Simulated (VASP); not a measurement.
## The low-index faces of Au

How do surface energy, work function and relaxation of Au depend on the face?

Main program and level: VASP 6.6.1; PBE; plane waves and PAW (Au).

### Step 1. Starting point

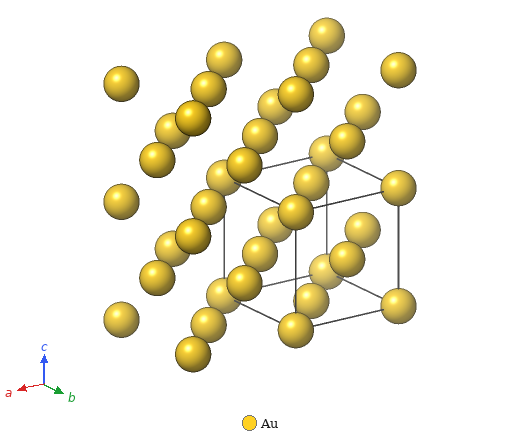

Start, viewed from a free direction; gold yellow. 2×1×2 cells are drawn. This picture shows the conventional cell, with its axes. Some periodic images of atoms are drawn too.

As a file:

```xyz
1
Lattice="0.0000 2.0400 2.0400 2.0400 0.0000 2.0400 2.0400 2.0400 0.0000" Properties=species:S:1:pos:R:3 pbc="T T T"
Au    0.0000    0.0000    0.0000
```

### Step 2. The bulk reference, job relaxation, k-mesh 16×16×16

The bulk crystal is relaxed first, so that the slabs are cut at this functional's lattice.

INCAR

```
SYSTEM = Au
PREC = Accurate
ENCUT = 420
EDIFF = 1E-06
NELM = 120
ISMEAR = 1
SIGMA = 0.15
LREAL = .FALSE.
ALGO = Normal
GGA = PE
NBANDS = 11
LASPH = .TRUE.
LORBIT = 11
LWAVE = .FALSE.
LCHARG = .FALSE.
KPAR = 4
IBRION = 2
NSW = 30
ISIF = 3
EDIFFG = -0.01
POTIM = 0.4
```

POSCAR

```
Au
1.0
    0.0000000000      2.0400000000      2.0400000000
    2.0400000000      0.0000000000      2.0400000000
    2.0400000000      2.0400000000      0.0000000000
Au
1
Direct
    0.0000000000      0.0000000000      0.0000000000
```

KPOINTS

```
Automatic mesh
0
Gamma
16 16 16
0 0 0
```

PAW data sets: Au (PBE family, release 64).

The run is started by

```bash
mpirun -np 4 vasp_std
```

Log:

```text
[banner, memory and clock lines left out]
running    4 mpi-ranks, on    1 nodes
 distrk:  each k-point on    1 cores,    4 groups
 distr:  one band on    1 cores,    1 groups

 POSCAR found type information on POSCAR Au
 POSCAR found :  1 types and       1 ions
 LDA part: xc-table for (Slater+PW92), standard interpolation
 POSCAR, INCAR and KPOINTS ok, starting setup
 FFT: planning ... GRIDC
 FFT: planning ... GRID_SOFT
 FFT: planning ... GRID
 WAVECAR not read
 entering main loop
       N       E                     dE             d eps       ncg     rms          rms(c)
DAV:   1     0.373545224425E+02    0.37355E+02   -0.50039E+03  3694   0.740E+02
DAV:   2    -0.303764849648E+01   -0.40392E+02   -0.37536E+02  3583   0.166E+02
DAV:   3    -0.345792492349E+01   -0.42028E+00   -0.42009E+00  3648   0.167E+01
DAV:   4    -0.345932813736E+01   -0.14032E-02   -0.14032E-02  3559   0.111E+00
DAV:   5    -0.345933864991E+01   -0.10513E-04   -0.10513E-04  3673   0.936E-02    0.952E+00
DAV:   6    -0.321629521817E+01    0.24304E+00   -0.67793E-01  3352   0.706E+00    0.602E+00
DAV:   7    -0.319662351095E+01    0.19672E-01   -0.73347E-02  3619   0.233E+00    0.276E+00
DAV:   8    -0.319441644617E+01    0.22071E-02   -0.19572E-03  3439   0.393E-01    0.252E-01
DAV:   9    -0.319440689879E+01    0.95474E-05   -0.86661E-06  3631   0.278E-02    0.143E-02
DAV:  10    -0.319441239894E+01   -0.55001E-05   -0.24336E-06  3514   0.160E-02    0.160E-03
DAV:  11    -0.319441245013E+01   -0.51191E-07   -0.55357E-08  1802   0.195E-03
   1 F= -.31944125E+01 E0= -.31944271E+01  d E =-.319441E+01
 curvature:   0.00 expect dE= 0.000E+00 dE for cont linesearch  0.000E+00
 trial: gam= 0.00000 g(F)=  0.836E-64 g(S)=  0.111E+00 ort = 0.000E+00 (trialstep = 0.100E+01)
 search vector abs. value=  0.111E+00
 bond charge predicted
       N       E                     dE             d eps       ncg     rms          rms(c)
DAV:   1    -0.472868107107E+01   -0.15343E+01   -0.28700E+01  3316   0.522E+01    0.894E+00
DAV:   2    -0.327014315843E+01    0.14585E+01   -0.41684E+00  3274   0.173E+01    0.415E+00
DAV:   3    -0.319877069162E+01    0.71372E-01   -0.28496E-01  3529   0.436E+00    0.322E+00
DAV:   4    -0.319731812792E+01    0.14526E-02   -0.69584E-03  3355   0.619E-01    0.681E-01
DAV:   5    -0.319729478406E+01    0.23344E-04   -0.16638E-03  3640   0.241E-01    0.124E-02
DAV:   6    -0.319731831299E+01   -0.23529E-04   -0.21662E-05  3549   0.374E-02    0.600E-03
DAV:   7    -0.319731857454E+01   -0.26154E-06   -0.70857E-07  3454   0.689E-03
   2 F= -.31973186E+01 E0= -.31973907E+01  d E =-.290612E-02
 trial-energy change:   -0.002906  1 .order   -0.010271   -0.110890    0.090348
 step:   0.4961(harm=  0.5510)  dis= 0.00000  next Energy=    -3.221022 (dE=-0.266E-01)
 bond charge predicted
       N       E                     dE             d eps       ncg     rms          rms(c)
DAV:   1    -0.362348586916E+01   -0.42617E+00   -0.72484E+00  3316   0.257E+01    0.378E+00
DAV:   2    -0.323388260129E+01    0.38960E+00   -0.12440E+00  3283   0.907E+00    0.115E+00
DAV:   3    -0.322019644733E+01    0.13686E-01   -0.61241E-02  3562   0.195E+00    0.910E-01
DAV:   4    -0.322061791260E+01   -0.42147E-03   -0.36402E-03  3319   0.406E-01    0.208E-01
DAV:   5    -0.322052958090E+01    0.88332E-04   -0.10148E-04  3451   0.816E-02    0.199E-02
DAV:   6    -0.322053719164E+01   -0.76107E-05   -0.17635E-06  3519   0.998E-03    0.165E-03
DAV:   7    -0.322053771089E+01   -0.51926E-06   -0.12533E-07  1844   0.329E-03
   3 F= -.32205377E+01 E0= -.32206677E+01  d E =-.261253E-01
 curvature:  -0.27 expect dE=-0.828E-06 dE for cont linesearch -0.828E-06
 trial: gam= 0.00000 g(F)=  0.586E-65 g(S)=  0.305E-05 ort =-0.582E-03 (trialstep = 0.899E+00)
 search vector abs. value=  0.305E-05
 reached required accuracy - stopping structural energy minimisation
```

Elapsed: 15 s, on 4 MPI ranks of Intel Xeon Platinum 8488C (Sapphire Rapids), shared host; peak memory 0.58 GiB; 55 s of CPU time.

Lines that name or quote the potential files are left out of all logs, and their timing lines are given in words.

OUTCAR, selected parts (step 2):

```text
ion  position               nearest neighbor table
   1  0.000  0.000  0.000-

  LATTYP: Found a face centered cubic cell.
 ALAT       =     4.0800000000

 Subroutine GETGRP returns: Found 48 space group operations
 (whereof 48 operations were pure point group operations)

The static configuration has the point symmetry O_h .

 Found    145 irreducible k-points:

   k-points           NKPTS =    145   k-points in BZ     NKDIM =    145   number of bands    NBANDS=     11

   dimension x,y,z NGX =    20 NGY =   20 NGZ =   20
   dimension x,y,z NGXF=    40 NGYF=   40 NGZF=   40

   ENCUT  =  420.0 eV  30.87 Ry    5.56 a.u.   4.82  4.82  4.82*2*pi/ulx,y,z

   NELECT =      11.0000    total number of electrons

 k-points in reciprocal lattice and weights: Automatic mesh
   0.00000000  0.00000000  0.00000000       0.000
   0.06250000  0.00000000  0.00000000       0.002
   0.12500000  0.00000000  0.00000000       0.002
   0.18750000  0.00000000  0.00000000       0.002
   0.25000000  0.00000000  0.00000000       0.002
   0.31250000  0.00000000  0.00000000       0.002
   0.37500000  0.00000000  0.00000000       0.002
   0.43750000  0.00000000  0.00000000       0.002
   0.50000000  0.00000000  0.00000000       0.001
[...]
-0.31250000  0.50000000  0.18750000       0.003
  -0.25000000  0.50000000  0.25000000       0.001

 average (electrostatic) potential at core
       1 -64.8021

 E-fermi :   8.5639

 k-point     1 :       0.0000    0.0000    0.0000
  band No.  band energies     occupation
    ...
      2       4.2082      2.00000
      3       4.2082      2.00000
      4       4.2082      2.00000
      5       5.5894      2.00000
      6       5.5894      2.00000
      7      23.2111      0.00000
      8      26.9113      0.00000
      9      26.9113      0.00000
     10      26.9113      0.00000
     11      31.6525      0.00000

 k-point     2 :       0.0625    0.0000    0.0000
  band No.  band energies     occupation
    ...
      2       4.1682      2.00000
      3       4.2515      2.00000
      4       4.2515      2.00000
      5       5.5706      2.00000
      6       5.5706      2.00000
      7      23.3510      0.00000
      8      26.0311      0.00000
      9      27.0524      0.00000
     10      27.0524      0.00000
     11      32.2960      0.00000

 k-point     3 :       0.1250    0.0000    0.0000
  band No.  band energies     occupation
    ...
      2       4.0727      2.00000
      3       4.3594      2.00000
      4       4.3594      2.00000
      5       5.5383      2.00000
      6       5.5383      2.00000
      7      23.5027      0.00000
      8      24.4242      0.00000
      9      27.4361      0.00000
     10      27.4361      0.00000
     11      31.4328      0.00000

  Total       -0.0051329     -0.0051329     -0.0051329      0.0000000      0.0000000      0.0000000
  in kB       -0.4581060     -0.4581060     -0.4581060      0.0000000      0.0000000      0.0000000
  external PRESSURE =      -0.4581060 kB  Pullay stress =       0.0000000 kB

  energy-cutoff  :      420.00
  volume of cell :       17.95
      direct lattice vectors                 reciprocal lattice vectors
     0.000000000  2.078228361  2.078228361    -0.240589537  0.240589537  0.240589537
     2.078228361  0.000000000  2.078228361     0.240589537 -0.240589537  0.240589537
     2.078228361  2.078228361 -0.000000000     0.240589537  0.240589537 -0.240589537

 POSITION                                       TOTAL-FORCE (eV/Angst)
 -----------------------------------------------------------------------------------
      0.00000      0.00000      0.00000        -0.000000      0.000000      0.000000
 -----------------------------------------------------------------------------------
    total drift:                                0.000000      0.000000      0.000000

  FREE ENERGIE OF THE ION-ELECTRON SYSTEM (eV)
  ---------------------------------------------------
  free  energy   TOTEN  =        -3.2205377109 eV

  energy  without entropy=       -3.2209275336  energy(sigma->0) =       -3.22066765

 reached required accuracy - stopping structural energy minimisation

 total charge
# of ion       s       p       d       tot
------------------------------------------
    1        0.523   0.316   8.759   9.598

[... 3 further parts left out ...]
```

This run has no spin polarisation. Its electron count is odd, so without a moment it is a metal by construction. The run keeps the 48 symmetry operations of its start, so it cannot find a distortion of lower symmetry.

Step by step:

```tsv
step	energy less that of the first step (eV)	largest force (eV/Å)	pressure (GPa)	volume (Å³)
1	0.0000	0.0000	9.23	16.98
2	-0.0029	0.0000	-6.73	18.98
3	-0.0261	0.0000	-0.05	17.95
```

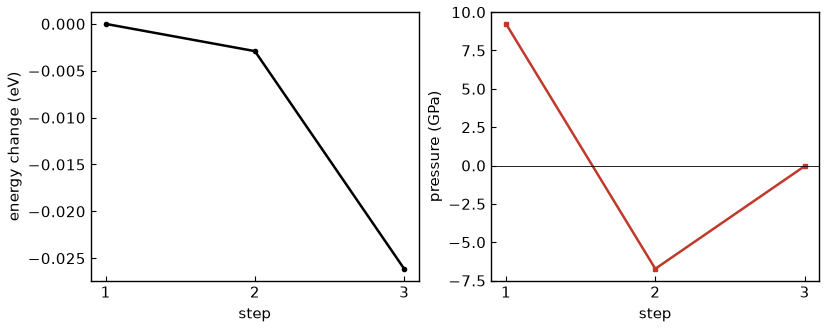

Energy and pressure along the relaxation.

```tsv
conventional cell, symmetrised	before	after	change
a (Å)	4.080	4.156	+1.9 %
b (Å)	4.080	4.156	+1.9 %
c (Å)	4.080	4.156	+1.9 %
volume (Å³/atom)	16.98	17.95	+5.7 %
```

The relaxed structure:

```cif
data_structure
_symmetry_space_group_name_H-M 'P 1'
_symmetry_Int_Tables_number 1
_cell_length_a 2.9391
_cell_length_b 2.9391
_cell_length_c 2.9391
_cell_angle_alpha 60.000
_cell_angle_beta 60.000
_cell_angle_gamma 60.000
_cell_volume 17.95
loop_
_atom_site_label
_atom_site_type_symbol
_atom_site_fract_x
_atom_site_fract_y
_atom_site_fract_z
_atom_site_occupancy
Au1 Au 0.00000 0.00000 0.00000 1
```

Numbers from this step:

```yaml
electronic_cycles: 25
electrons: 11
free_energy_toten: -3.221 eV
energy_at_zero_smearing: -3.221 eV
fermi_energy: 8.564 eV
metallic: yes
```

The run ended after 3 ionic steps, 0.026 eV below its first step, once forces and stress met EDIFFG = -0.01.

Energy at zero smearing: -3.22067 eV.

### Step 3. The bulk reference, job self-consistent run, k-mesh 19×19×19

INCAR

```
SYSTEM = Au
PREC = Normal
ENCUT = 320
EDIFF = 1E-06
NELM = 120
ISMEAR = 1
SIGMA = 0.15
LREAL = .FALSE.
ALGO = Fast
GGA = PE
NBANDS = 11
LASPH = .TRUE.
LORBIT = 11
LWAVE = .FALSE.
LCHARG = .FALSE.
KPAR = 4
```

POSCAR

```
Au
1.0
    0.0000000000      2.0782283609      2.0782283609
    2.0782283609      0.0000000000      2.0782283609
    2.0782283609      2.0782283609      0.0000000000
Au
1
Direct
    0.0000000000      0.0000000000      0.0000000000
```

KPOINTS

```
Automatic mesh
0
Gamma
19 19 19
0 0 0
```

The run is started by

```bash
mpirun -np 4 vasp_std
```

Log:

```text
[... set-up lines as in an earlier step ...]
 entering main loop
       N       E                     dE             d eps       ncg     rms          rms(c)
DAV:   1     0.279161999986E+02    0.27916E+02   -0.42373E+03  5894   0.575E+02
DAV:   2    -0.322025964742E+01   -0.31136E+02   -0.29336E+02  5467   0.142E+02
DAV:   3    -0.348451099534E+01   -0.26425E+00   -0.26415E+00  5507   0.126E+01
DAV:   4    -0.348536465361E+01   -0.85366E-03   -0.85363E-03  5425   0.838E-01
DAV:   5    -0.348537123705E+01   -0.65834E-05   -0.65833E-05  5548   0.706E-02    0.796E+00
RMM:   6    -0.323860125291E+01    0.24677E+00   -0.34907E-01  4860   0.523E+00    0.516E+00
RMM:   7    -0.322325416402E+01    0.15347E-01   -0.37056E-02  5094   0.192E+00    0.264E+00
RMM:   8    -0.322140729558E+01    0.18469E-02   -0.32489E-03  5085   0.474E-01    0.353E-01
RMM:   9    -0.322133324076E+01    0.74055E-04   -0.46079E-04  5356   0.190E-01    0.972E-02
RMM:  10    -0.322133873006E+01   -0.54893E-05   -0.60433E-05  5309   0.585E-02    0.541E-02
RMM:  11    -0.322133908824E+01   -0.35818E-06   -0.12372E-05  5077   0.257E-02    0.956E-03
WARNING in EDDRMM: call to ZHEGV failed, returncode =   8  4     11
RMM:  12    -0.322133918445E+01   -0.96213E-07   -0.11552E-06  4037   0.781E-03
   1 F= -.32213392E+01 E0= -.32210324E+01  d E =-.920284E-03
```

Elapsed: 5.2 s, on 4 MPI ranks; peak memory 0.47 GiB.

OUTCAR, selected parts (step 3):

```text
  LATTYP: Found a face centered cubic cell.
 ALAT       =     4.1564567218

The static configuration has the point symmetry O_h .

 Found    220 irreducible k-points:

   k-points           NKPTS =    220   k-points in BZ     NKDIM =    220   number of bands    NBANDS=     11

   dimension x,y,z NGX =    14 NGY =   14 NGZ =   14
   dimension x,y,z NGXF=    28 NGYF=   28 NGZF=   28

   ENCUT  =  320.0 eV  23.52 Ry    4.85 a.u.   4.29  4.29  4.29*2*pi/ulx,y,z

   NELECT =      11.0000    total number of electrons

 E-fermi :   8.7028

 k-point     1 :       0.0000    0.0000    0.0000
  band No.  band energies     occupation
    ...
      2       4.2080      2.00000
      3       4.2080      2.00000
      4       4.2080      2.00000
      5       5.5895      2.00000
      6       5.5895      2.00000
      7      23.2135      0.00000
      8      26.9107      0.00000
      9      26.9107      0.00000
     10      26.9107      0.00000
     11      31.6541      0.00000

 k-point     2 :       0.0526    0.0000    0.0000
  band No.  band energies     occupation
    ...
      2       4.1798      2.00000
      3       4.2391      2.00000
      4       4.2391      2.00000
      5       5.5758      2.00000
      6       5.5758      2.00000
      7      23.3150      0.00000
      8      26.2589      0.00000
      9      27.0114      0.00000
     10      27.0114      0.00000
     11      32.1768      0.00000

  Total       -0.1028892     -0.1028892     -0.1028892      0.0000000      0.0000000      0.0000000
  in kB       -9.1827009     -9.1827009     -9.1827009      0.0000000      0.0000000      0.0000000
  external PRESSURE =      -9.1827009 kB  Pullay stress =       0.0000000 kB

  energy-cutoff  :      320.00
  volume of cell :       17.95
      direct lattice vectors                 reciprocal lattice vectors
     0.000000000  2.078228361  2.078228361    -0.240589537  0.240589537  0.240589537
     2.078228361  0.000000000  2.078228361     0.240589537 -0.240589537  0.240589537
     2.078228361  2.078228361  0.000000000     0.240589537  0.240589537 -0.240589537

 POSITION                                       TOTAL-FORCE (eV/Angst)
 -----------------------------------------------------------------------------------
      0.00000      0.00000      0.00000         0.000000      0.000000      0.000000
 -----------------------------------------------------------------------------------
    total drift:                               -0.000000     -0.000000     -0.000000

  FREE ENERGIE OF THE ION-ELECTRON SYSTEM (eV)
  ---------------------------------------------------
  free  energy   TOTEN  =        -3.2213391845 eV

  energy  without entropy=       -3.2204189000  energy(sigma->0) =       -3.22103242

 total charge
# of ion       s       p       d       tot
------------------------------------------
    1        0.523   0.317   8.754   9.595

[... 2 parts as in an earlier step ...]

[... 6 further parts left out ...]
```

This step gave:

```yaml
electronic_cycles: 12
fermi_energy: 8.703 eV
```

Energy at zero smearing: -3.22103 eV.

The run ends at a pressure of -0.92 GPa.

(Part 1 of 4 ends here.)

[Lines on the potential files, build, host, timing and source positions are cut from VASP's logs without a mark.]

[Logs are printed without paths, hosts, clocks, repeated set-up lines and the standing remarks that a program may print on its own settings, such as how far it seeks lower states.]

[Hosts, paths, dates, database ids (printed as entryN), source tags and the programs' standing remarks are cut or masked in the printed files.]

[Runs that stopped without an error message from VASP are left out.]
